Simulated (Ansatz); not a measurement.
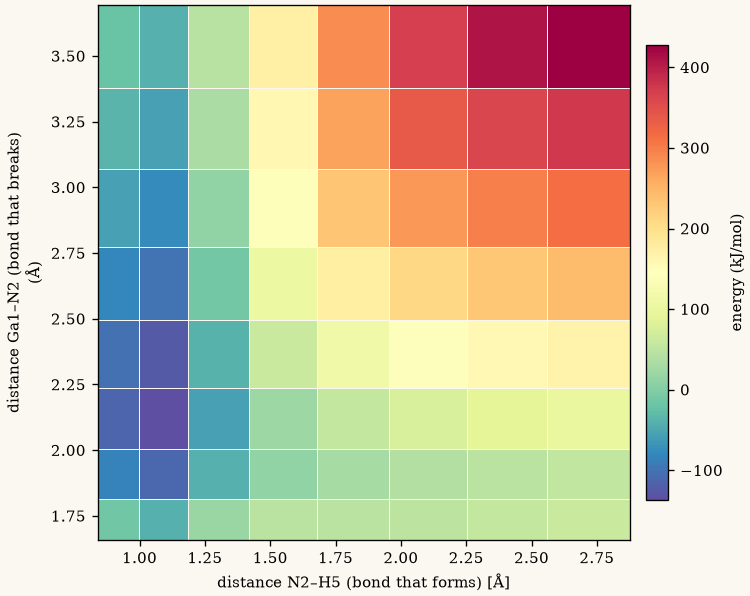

Energy landscape of the reacting system BrGaH₅N (fragments GaH₄N + BrH where the first distance is long, BrGaH₂ + H₃N where the second is long). The first coordinate is: distance N2–H5 (bond that forms); the second: distance Ga1–N2 (bond that breaks). Relaxed at each point: all other coordinates. The grid has 8 × 8 points. Points are written as (first, second). All energies are given in kJ/mol relative to a guessed transition structure relaxed with its forming and breaking bonds held. Energies and slopes of some neighbouring points disagree (a jump in structure or state, or too coarse a mesh). The reference is spin-restricted, so regions where a bond is pulled apart into radicals lie too high. All numbers below come from Ansatz 0.2.0, RKS PBE0-D4/def2-SVP.

The picture shows one coloured cell a grid point. 

### Where are the lowest and the highest points?

The lowest grid point is at (1.076 Å, 2.113 Å), −137 kJ/mol from a guessed transition structure relaxed with its forming and breaking bonds held. The highest grid point, (2.718 Å, 3.537 Å), lies 565 kJ/mol above the lowest.

Each point was launched as `ansatz run input.yaml --threads 1 --pin off --max-ram 2560MiB --backend cpu --events-out ev --progress --plain --runs-dir out`. The whole map (64 points run) took 35 min on 1 thread of Arm Neoverse V1 (shared host).
